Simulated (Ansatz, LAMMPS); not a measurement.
# Relaxing amorphous HfO2 at 7.31 g/cm^3 (78 atoms), part 4 of 4

How does amorphous HfO2 at 7.31 g/cm^3 (78 atoms) relax, and what do bonds, charges and levels look like afterwards?

Ansatz 0.2.0; Kohn-Sham DFT, PBE, PAW (set soft_2), plane waves.

The cell: 26 Hf and 52 O. The quench rate of 50 K/ps far exceeds what a furnace or splat quench reaches. The starting topology of bonds comes from the classical model. Only the Γ point is sampled in the main run, in a cell whose shortest periodic width is 11 Å. Spin–orbit coupling is left out.

So far. Step 4 (Relaxation): The relaxation changed the energy by -40.0 meV/atom, and atoms moved by 0.26 Å r.m.s., 1.0 Å at most. Step 7 (K-mesh 2×2×2): Forces differ from those of the single point at the relaxed geometry by 13 meV/Å r.m.s.; the energy by -1.6 meV/atom and the gap by -0.031 eV. It took 13 min and 11 cycles; the reference's time can't be set against it, since the two runs asked for unlike analyses.

### 8. Functional HSE06

HSE06 mixes in a quarter of exact exchange at short range, which counters self-interaction, at a higher cost.

This step: Kohn-Sham DFT, HSE06, PAW (set soft_2), plane waves (Ansatz 0.2.0).

input.yaml reads:

```yaml
crystal:
  lattice:
    - [10.7525, 0.0, 0.0]
    - [0.0, 10.7525, 0.0]
    - [0.0, 0.0, 10.7525]
  atoms:
    [... the 78 atom lines of step 6 ...]
kpoints:
  mp_grid: { grid: [1, 1, 1] }
hamiltonian:
  xc: hse06
scf:
  occupations: { method: fermi_dirac, width: 0.025 }
output:
  forces: true
  stress: true
  populations: true
  dos:
    method: { smearing: { sigma: 0.08 } }
    de: 0.05
    projected: { site_lists: { Hf: [Hf], O: [O] } }
  eigenvalues: true
```

The run is started by

```console
$ ansatz run input.yaml --threads 4 --pin off --max-ram 8192MiB --backend cpu --events-out ev --progress --plain --runs-dir out
```

Numbers of over 12 decimals in the logs are rounded to 6 here.

Log:

```text
Warning: output.stress: scf.convergence.dr2_threshold = 1e-7 eV (the SCF's general default) is looser than the 1.6e-9 eV advised for a printed stress (1e-10 eV for each atom of the cell: 78, of which 16 are counted). What an SCF threshold leaves in a stress goes as its square root, and in the free energy as the threshold itself, and one threshold admits the most on a small cell: [...]
Warning: output.stress: scf.exx.energy_threshold = 1e-6 eV is looser than the 1.6e-7 eV advised for a stress under a hybrid functional (1e-8 eV for each atom of the cell: 78, of which 16 are counted). Every SCF of the exchange loop can meet its threshold on dr2 while the loop round them stops early: [...]
exact exchange: scf.exx.singularity resolves to wigner_seitz, which cuts the screened interaction at the faces of the exchange supercell's Wigner-Seitz cell, so that each pair interacts once, at the shortest of its separations (the periodic images that this leaves out come, [...]
[...]
Crystal: 78 atoms, lattice volume = 1243.164 Å³
Basis set: ecut = 420 eV, 24207 PW (Γ), exchange–correlation on 144×144×144 points (8 copies of the dense FFT grid, shifted against one another)
Bands: 593, of which v1, the nominal top of the filled ones, is band 494 counted from 1 (493 counted from 0)
Symmetry: 1 space group operations
[...]
k-points: 1
[...]
SCF iter   1: F=—  HF=-438387.108429 eV  |F-HF|=—  |Δ(HF+E_count)|=         —  Δρ=3.87e-3  dr2=1.88e-1  ethr=1.77e-3  ⟨swp⟩=7.0  Hψ=2427  notcnv=0
[...]
SCF iter   5: F=-438387.123466 eV  HF=-438387.123435 eV  |F-HF|=3.19e-5  |Δ(HF+E_count)|=   9.52e-4  Δρ=1.67e-4  dr2=2.40e-4  ethr=2.32e-8  ⟨swp⟩=5.0  Hψ=2508  notcnv=0  defer=1
SCF 1 stopped early in 5 iterations: F = -438387.123466 eV  dr2 = 2.40e-4
[...]
Exchange kernel: α = 0.2500, screened, ω = 0.2079 Å⁻¹, Wigner–Seitz truncation, v(0) = 938.7872 eV·Å³, q-mesh 1×1×1, nearest image of the exchange supercell L = 10.75 Å, pair-density grid 54×54×54, without the augmentation charges, whose exchange is taken in its separable form (sized by the pseudopotential files, [...]
Frozen-core exchange: fock
SCF iter   1: F=—  HF=-438388.930661 eV  |F-HF|=—  |Δ(HF+E_count)|=         —  Δρ=1.02e-2  dr2=1.69e0  ethr=2.43e-7  ⟨swp⟩=8.0  Hψ=3225  notcnv=0
[...]
SCF iter   7: F=—  HF=-438387.790475 eV  |F-HF|=—  |Δ(HF+E_count)|=   5.94e-3  Δρ=2.77e-4  dr2=7.93e-4  ethr=4.55e-8  ⟨swp⟩=5.0  Hψ=1832  notcnv=0
SCF iter   8: F=-438387.790191 eV  HF=-438387.790237 eV  |F-HF|=4.63e-5  |Δ(HF+E_count)|=   2.38e-4  Δρ=6.48e-5  dr2=6.73e-5  ethr=4.55e-8  ⟨swp⟩=4.0  Hψ=1530  notcnv=0
SCF 2 stopped early in 8 iterations: F = -438387.790191 eV  dr2 = 6.73e-5
  Residual-converged pass: ⟨swp⟩=4.0  Hψ=1739  notcnv=0  max |occ|·‖R‖ = 5.4e-6 eV (tolerance 6.7e-6 eV)  dr2=6.88e-5  dr2_onsite=1.12e-5  max |Δocc| = 0.0e0
[...]
hybrid outer 1: dexx = +5.119e-1 eV, tail = 1.29e-2 eV
[...]
Frozen-core exchange: fock
SCF iter   1: F=—  HF=-438387.764832 eV  |F-HF|=—  |Δ(HF+E_count)|=         —  Δρ=1.22e-4  dr2=1.16e-4  ethr=6.51e-6  ⟨swp⟩=10.0  Hψ=1222  notcnv=0
[...]
SCF iter   8: F=—  HF=-438387.764957 eV  |F-HF|=—  |Δ(HF+E_count)|=   1.44e-7  Δρ=1.28e-6  dr2=1.44e-8  ethr=7.43e-12 (applied; sched 1.00e-12)  ⟨swp⟩=6.0  Hψ=1251  notcnv=0
SCF iter   9: F=-438387.764957 eV  HF=-438387.764957 eV  |F-HF|=2.91e-10  |Δ(HF+E_count)|=   3.90e-9  Δρ=2.30e-7  dr2=7.00e-10  ethr=1.36e-11 (applied; sched 1.00e-12)  ⟨swp⟩=2.0  Hψ=1088  notcnv=0
SCF 3 converged in 9 iterations: F = -438387.764957 eV  dr2 = 7.00e-10
[...]
hybrid outer 2: dexx = +6.580e-5 eV, tail = 2.00e-6 eV, Δε = 1.03e-2 eV (about 2.99e-4 eV left of the loop's levels), ΔF = 1.47e-2 eV/Å (tail 3.05e-3)
[...]
Frozen-core exchange: fock
SCF iter   1: F=—  HF=-438387.764949 eV  |F-HF|=—  |Δ(HF+E_count)|=         —  Δρ=3.38e-6  dr2=1.05e-7  ethr=1.01e-9  ⟨swp⟩=11.0  Hψ=3013  notcnv=0
[...]
SCF iter   3: F=-438387.764949 eV  HF=-438387.764949 eV  |F-HF|=1.22e-9  |Δ(HF+E_count)|=   1.40e-9  Δρ=3.94e-7  dr2=5.09e-9  ethr=1.35e-11 (applied; sched 1.00e-12)  ⟨swp⟩=2.0  Hψ=1087  notcnv=0
SCF 4 converged in 3 iterations: F = -438387.764949 eV  dr2 = 5.09e-9
[...]
hybrid SCF converged: 3 outer / 20 inner (+5 warm-up), last move |dexx| = 3.39e-8 eV, tail = 1.38e-8 eV
Stability not checked: this state was not tested for a lower state beside it, because the functional holds exact exchange (a hybrid, or Hartree-Fock), whose exchange loop this test does not read (fock_operator; see scf.lower_state_search)
Free energy (F): -438387.764949 eV
Frozen-core exchange: fock
[...]
Internal energy: -438387.764949 eV  (E = F + TS)
E sigma→0 (E₀):  -438387.764949 eV
Fermi energy:    10.138934 eV
[...]
Σ components = -438387.764949   (vs F -438387.764949, Δ=0.00e0)
--- Forces (eV/Å), atoms counted from 1 ---
  atom   1  Hf     0.08359443    -0.01877451     0.13126023
  atom   2  Hf     0.00667892     0.07132737    -0.13759384
  atom   3  Hf    -0.18586675    -0.06585294     0.09776913
  atom   4  Hf    -0.15385444     0.04943736     0.19917622
[...]
atom  78  O      0.02289261     0.07961414    -0.03546270
  max |Σ_I F_I| component: 1.37e-4 eV/Å
--- Stress (GPa, compression-positive) ---
      -10.661925       0.145907       1.299529
        0.145907      -8.243472      -0.667923
        1.299529      -0.667923      -6.703387
  P = ⅓ Tr σ = -8.5363 GPa (-85.363 kbar)
--- Band table (eV) ---
[...]
--- Löwdin populations: 78 sites ---
  site symbol       q [e]
     0     Hf     24.3461
     1     Hf     24.3777
     2     Hf     24.3683
[...]
77      O      6.8131
  spilling = 0.003088 (of n_electrons = 988.000000)
```

Wall time 22 min (4 threads of Arm Neoverse N1, shared host); peak memory 5.3 GiB; 86 min of CPU time.

The program notes that the exchange threshold is loose for the stress and the SCF threshold is loose for the stress.

Geometry and reference: those of the single point at the relaxed geometry.

Forces differ from those of the single point at the relaxed geometry by 111 meV/Å r.m.s.; the pressure by -3.8 GPa and the gap by +1.5 eV. It took 22 min and 25 cycles; the reference's time can't be set against it, since the two runs asked for unlike analyses.

Numbers from this run:

```yaml
free_energy: -438387.7649 eV
free_energy_per_atom: -5620.3560 eV/atom
scf_cycles: 25
pressure: -8.536 GPa
r_m_s_force_component: 0.1111 eV/Å
longest_force: 0.4286 eV/Å
fermi_energy: 10.14 eV
spacing_of_highest_filled_and_lowest_empty_level: 5.477 eV
spilling_of_the_projection: 0.003088
```

Length of the force by element and coordination:

| element | coordination | atoms | mean length of the force (eV/Å) | spread | least | most |
| --- | --- | --- | --- | --- | --- | --- |
| Hf | all | 26 | 0.166 | 0.0585 | 0.0348 | 0.321 |
| Hf | 4 | 1 | 0.220 | 0 | 0.220 | 0.220 |
| Hf | 5 | 9 | 0.208 | 0.0501 | 0.135 | 0.321 |
| Hf | 6 | 15 | 0.138 | 0.049 | 0.0348 | 0.197 |
| Hf | 7 | 1 | 0.155 | 0 | 0.155 | 0.155 |
| O | all | 52 | 0.177 | 0.0929 | 0.0249 | 0.429 |
| O | 2 | 13 | 0.260 | 0.106 | 0.0494 | 0.429 |
| O | 3 | 36 | 0.151 | 0.0705 | 0.0249 | 0.307 |
| O | 4 | 3 | 0.138 | 0.0408 | 0.0984 | 0.194 |

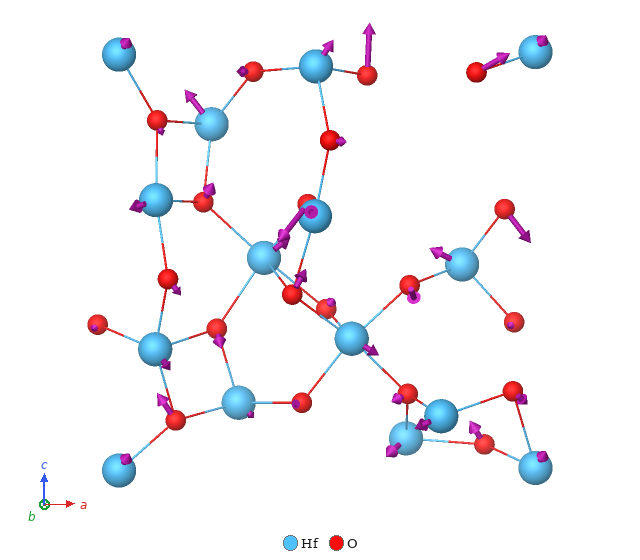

Forces as arrows; the longest in the cell is 0.429 eV/Å. Drawn is a slice 5 Å thick, seen along the normal of the ac plane.

Löwdin charges by element and coordination (they lack the spilled electrons, 0.039 e an atom on average):

| element | coordination | atoms | mean charge (e) | spread | least | most |
| --- | --- | --- | --- | --- | --- | --- |
| Hf | all | 26 | 1.62 | 0.0289 | 1.57 | 1.66 |
| Hf | 4 | 1 | 1.63 | 0 | 1.63 | 1.63 |
| Hf | 5 | 9 | 1.64 | 0.026 | 1.59 | 1.66 |
| Hf | 6 | 15 | 1.61 | 0.0267 | 1.57 | 1.65 |
| Hf | 7 | 1 | 1.62 | 0 | 1.62 | 1.62 |
| O | all | 52 | -0.751 | 0.0317 | -0.815 | -0.667 |
| O | 2 | 13 | -0.718 | 0.0236 | -0.756 | -0.667 |
| O | 3 | 36 | -0.759 | 0.024 | -0.815 | -0.709 |
| O | 4 | 3 | -0.801 | 0.0055 | -0.808 | -0.795 |

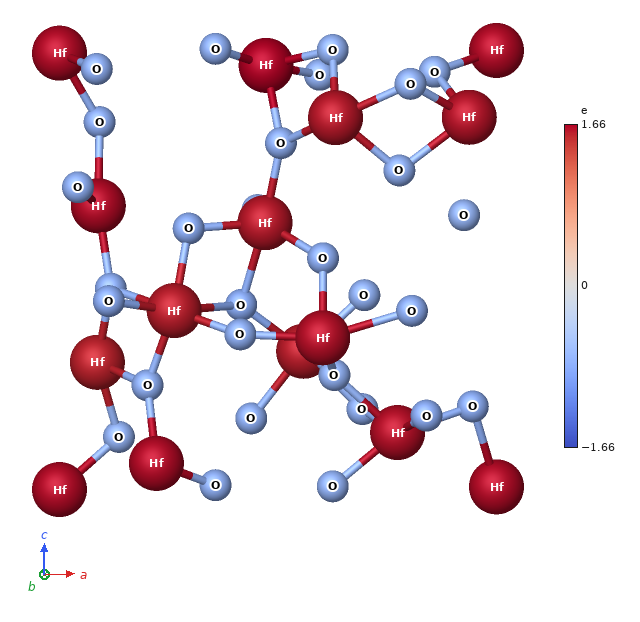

Atoms coloured by Löwdin charge. Drawn is a slice 5 Å thick, seen along the normal of the ac plane. Bonds to atoms that aren't drawn are left out.

Density of states as counts of states in windows of 1 eV (from the Fermi level), total and the larger projections:

| from (eV) | to (eV) | total | O p | Hf d |
| --- | --- | --- | --- | --- |
| -10 | -8 | 0.0 | 0.0 | 0.0 |
| -8 | -7 | 27.3 | 19.5 | 5.5 |
| -7 | -6 | 70.1 | 51.5 | 15.2 |
| -6 | -5 | 64.1 | 50.9 | 10.3 |
| -5 | -4 | 71.9 | 62.6 | 6.5 |
| -4 | -3 | 68.6 | 63.5 | 3.4 |
| -3 | -2 | 10.1 | 9.5 | 0.4 |
| -2 | 2 | 0.0 | 0.0 | 0.0 |
| 2 | 3 | 3.1 | 0.2 | 1.6 |
| 3 | 4 | 45.3 | 3.8 | 37.0 |
| 4 | 5 | 60.7 | 6.8 | 46.2 |

Between -26 and -10 eV lie 468 more states.

About 208 of the 988 electrons lie in deeper levels, below the stored range.

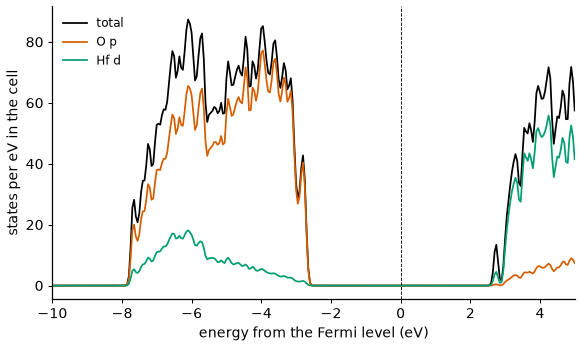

Total and projected density of states, with the broadening of the input.

The levels nearest the highest filled one (over half full), pooled over k-points and spins:

| level less the highest filled one (eV) | occupation |
| --- | --- |
| -0.273 | 2 |
| -0.199 | 2 |
| -0.121 | 2 |
| -0.0789 | 2 |
| -0.04 | 2 |
| 0 | 2 |
| 5.48 | 0 |
| 5.77 | 0 |
| 5.85 | 0 |
| 5.91 | 0 |
| 5.96 | 0 |
| 6.01 | 0 |

### 9. Functional r2SCAN (500 eV)

The meta-GGA r2SCAN uses the kinetic energy density as well as the density and its gradient. Besides, the cutoff goes from 420 to 500 eV.

This step: Kohn-Sham DFT, r2SCAN, PAW (set soft_2), plane waves (Ansatz 0.2.0).

input.yaml: that of step 8 with these lines changed.

```diff
@@ -10,3 +10,3 @@
 hamiltonian:
-  xc: hse06
+  xc: r2scan
 scf:
```

Log:

```text
[...]
Crystal: 78 atoms, lattice volume = 1243.164 Å³
Basis set: ecut = 500 eV, 31463 PW (Γ), exchange–correlation on 320×320×320 points (64 copies of the dense FFT grid, shifted against one another)
Bands: 593, of which v1, the nominal top of the filled ones, is band 494 counted from 1 (493 counted from 0)
Symmetry: 1 space group operations
[...]
k-points: 1
[...]
SCF iter   1: F=—  HF=-438764.369611 eV  |F-HF|=—  |Δ(HF+E_count)|=         —  Δρ=1.08e-2  dr2=1.42e0  dr2_τ=4.99e0  ethr=1.77e-3  ⟨swp⟩=6.0  Hψ=1871  notcnv=0  defer=68
[...]
SCF iter  11: F=—  HF=-438764.990645 eV  |F-HF|=—  |Δ(HF+E_count)|=   1.35e-6  Δρ=2.69e-6  dr2=1.23e-7  dr2_τ=8.96e-9  ethr=5.28e-11  ⟨swp⟩=2.0  Hψ=976  notcnv=0  defer=90
SCF iter  12: F=-438764.990645 eV  HF=-438764.990645 eV  |F-HF|=1.93e-8  |Δ(HF+E_count)|=   2.26e-7  Δρ=2.22e-6  dr2=5.77e-8  dr2_τ=7.22e-9  ethr=1.01e-11  ⟨swp⟩=11.0  Hψ=2778  notcnv=0
SCF 1 converged in 12 iterations: F = -438764.990645 eV  dr2 = 5.77e-8
[...]
SCF converged after 12 iterations
Free energy (F): -438764.990645 eV
[...]
Internal energy: -438764.990645 eV  (E = F + TS)
E sigma→0 (E₀):  -438764.990645 eV
Fermi energy:    10.310562 eV
[...]
Σ components = -438764.990645   (vs F -438764.990645, Δ=0.00e0)
--- Forces (eV/Å), atoms counted from 1 ---
  atom   1  Hf     0.05175338    -0.02239400     0.07452971
  atom   2  Hf    -0.00599568     0.04516935    -0.08745825
  atom   3  Hf    -0.10845497    -0.05660185     0.00980236
  atom   4  Hf    -0.06003040     0.00745653     0.13983083
[...]
atom  78  O      0.01241010     0.07878810    -0.00911575
  max |Σ_I F_I| component: 8.55e-5 eV/Å
--- Stress (GPa, compression-positive) ---
      -10.765381       0.152946       1.318033
        0.152948      -8.404858      -0.642026
        1.318033      -0.642026      -6.894461
  P = ⅓ Tr σ = -8.6882 GPa (-86.882 kbar)
--- Band table (eV) ---
[...]
--- Löwdin populations: 78 sites ---
  site symbol       q [e]
     0     Hf     24.4027
     1     Hf     24.4344
     2     Hf     24.4281
[...]
77      O      6.7885
  spilling = 0.002898 (of n_electrons = 988.000000)
```

The job ended after 2.2 min (4 threads; peak memory 3.9 GiB; 8.4 min of CPU time).

Geometry and reference: those of the single point at the relaxed geometry.

Forces differ from those of the single point at the relaxed geometry by 80 meV/Å r.m.s.; the pressure by -3.9 GPa and the gap by +0.48 eV. It took 2.2 min and 12 cycles; the reference's time can't be set against it, since the two runs asked for unlike analyses.

### 10. Functional PBEsol

PBEsol restores the gradient expansion of exchange for slowly varying densities and usually gives shorter bonds in solids than PBE.

This step: Kohn-Sham DFT, PBEsol, PAW (set soft_2), plane waves (Ansatz 0.2.0).

input.yaml: that of step 9 with these lines changed.

```diff
@@ -10,3 +10,3 @@
 hamiltonian:
-  xc: r2scan
+  xc: pbesol
 scf:
```

Log:

```text
[...]
Crystal: 78 atoms, lattice volume = 1243.164 Å³
Basis set: ecut = 420 eV, 24207 PW (Γ), exchange–correlation on 144×144×144 points (8 copies of the dense FFT grid, shifted against one another)
Bands: 593, of which v1, the nominal top of the filled ones, is band 494 counted from 1 (493 counted from 0)
Symmetry: 1 space group operations
[...]
k-points: 1
[...]
SCF iter   1: F=—  HF=-434835.651480 eV  |F-HF|=—  |Δ(HF+E_count)|=         —  Δρ=1.38e-2  dr2=2.05e0  ethr=1.77e-3  ⟨swp⟩=5.0  Hψ=1859  notcnv=0  defer=68
[...]
SCF iter  11: F=—  HF=-434835.200465 eV  |F-HF|=—  |Δ(HF+E_count)|=   4.22e-7  Δρ=3.42e-6  dr2=1.55e-7  ethr=6.24e-11  ⟨swp⟩=2.0  Hψ=893  notcnv=0  defer=90
SCF iter  12: F=-434835.200465 eV  HF=-434835.200465 eV  |F-HF|=2.03e-8  |Δ(HF+E_count)|=   5.73e-8  Δρ=2.19e-6  dr2=6.17e-8  ethr=1.01e-11  ⟨swp⟩=11.0  Hψ=2743  notcnv=0
SCF 1 converged in 12 iterations: F = -434835.200465 eV  dr2 = 6.17e-8
[...]
SCF converged after 12 iterations
Free energy (F): -434835.200465 eV
[...]
Internal energy: -434835.200465 eV  (E = F + TS)
E sigma→0 (E₀):  -434835.200465 eV
Fermi energy:    10.269832 eV
[...]
Σ components = -434835.200465   (vs F -434835.200465, Δ=0.00e0)
--- Forces (eV/Å), atoms counted from 1 ---
  atom   1  Hf     0.07308104    -0.03168602     0.09497473
  atom   2  Hf    -0.04013226     0.00335524    -0.02859381
  atom   3  Hf    -0.06790088    -0.02646206    -0.12960380
  atom   4  Hf    -0.07274450    -0.06106956     0.15589877
[...]
atom  78  O      0.01536569     0.08900146    -0.05072447
  max |Σ_I F_I| component: 1.51e-4 eV/Å
--- Stress (GPa, compression-positive) ---
      -11.330156       0.163611       1.281718
        0.163611      -9.042320      -0.642667
        1.281718      -0.642667      -7.640916
  P = ⅓ Tr σ = -9.3378 GPa (-93.378 kbar)
--- Band table (eV) ---
[...]
--- Löwdin populations: 78 sites ---
  site symbol       q [e]
     0     Hf     24.5314
     1     Hf     24.5630
     2     Hf     24.5398
[...]
77      O      6.7260
  spilling = 0.002864 (of n_electrons = 988.000000)
```

It took 66 s on 4 threads; peak memory 2 GiB.

Geometry and reference: those of the single point at the relaxed geometry.

Forces differ from those of the single point at the relaxed geometry by 91 meV/Å r.m.s.; the pressure by -4.6 GPa and the gap by -0.077 eV.

### 11. The ladder side by side

Each row is set against the single point at the relaxed geometry (Kohn-Sham DFT, PBE, PAW (set soft_2), plane waves; r.m.s. force component 0.00548 eV/Å). Energies are set beside the reference only for runs with its functional, potentials and electron count. Times are for 4 threads of Arm Neoverse N1, shared host. The reference's time includes grids, which some other runs skip.

| run | Δ force, r.m.s. (meV/Å) | Δ energy (meV/atom) | Δ pressure (GPa) | Δ gap (eV) | cycles | time | host memory (GiB) |
| --- | --- | --- | --- | --- | --- | --- | --- |
| reference | - | - | - | - | 11 | 73 s | 2.0 |
| k-mesh 2×2×2 | 12.5 | -1.55 | -0.0037 | -0.0311 | 11 | 13 min | 5.8 |
| functional HSE06 | 111 | - | -3.77 | 1.52 | 25 | 22 min | 5.3 |
| functional r2SCAN (500 eV) | 79.7 | - | -3.92 | 0.484 | 12 | 2.2 min | 3.9 |
| functional PBEsol | 90.7 | - | -4.57 | -0.0769 | 12 | 66 s | 2.0 |

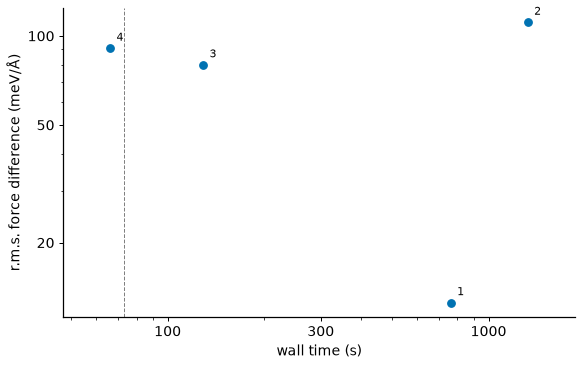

Force difference from the reference against wall time; the dashed line marks the reference's time. Points: 1 k-mesh 2×2×2; 2 functional HSE06; 3 functional r2SCAN (500 eV); 4 functional PBEsol.

### 12. Summary of results

| Quantity | Value |
| --- | --- |
| energy change in the relaxation | -40.05 meV/atom |
| r.m.s. displacement | 0.26 Å |
| largest displacement | 1.015 Å |
| free energy per atom | -5620.3463 eV/atom |
| pressure | -4.77 GPa |
| r.m.s. force component | 0.00548 eV/Å |
| gap (highest filled to lowest empty level) | 3.955 eV |
| wall time of the 7 DFT runs | 48 min |

Relaxation lowers the energy by 40.0 meV/atom and moves atoms by 0.26 Å r.m.s.; the r.m.s. force component goes from 0.54 to 0.0055 eV/Å. By the final cutoffs 5 of 150 bonded pairs parted and 1 joined. From the first step to the last the energy fell by 3.124 eV, and the largest move was 1.02 Å (O73). The O-Hf bonds go from 2.151 Å (spread 0.121) to 2.127 Å (spread 0.137), and their number from 150 to 146. Counting bonds as in the table, 58 % of Hf atoms have 6 and 69 % of O atoms have 3 bonded neighbours. Filled and empty levels are parted by 3.95 eV (at Γ alone); a semilocal functional tends to put such gaps too low. In a disordered cell it changes from sample to sample, and tail or defect levels can set it.

Among the changes of functional, dispersion, potentials or spin, functional HSE06 moves the forces most, by 111 meV/Å r.m.s. The gap changes by +1.52 eV with HSE06.

What to keep in mind: The starting topology of bonds comes from the classical model; in DFT 5 of its 150 bonded pairs passed out of the cutoffs and 1 came within them. The stress is far from hydrostatic: its diagonal is -6.7, -4.5, -3.1 GPa, compression counted positive. The pressure of -4.8 GPa says that the cell would shrink at this level of theory.

[Logs are printed without paths, hosts, clocks, repeated set-up lines and the standing remarks that a program may print on its own settings, such as how far it seeks lower states.]

[Hosts, paths, dates, database ids (printed as entryN), source tags and the programs' standing remarks are cut or masked in the printed files.]
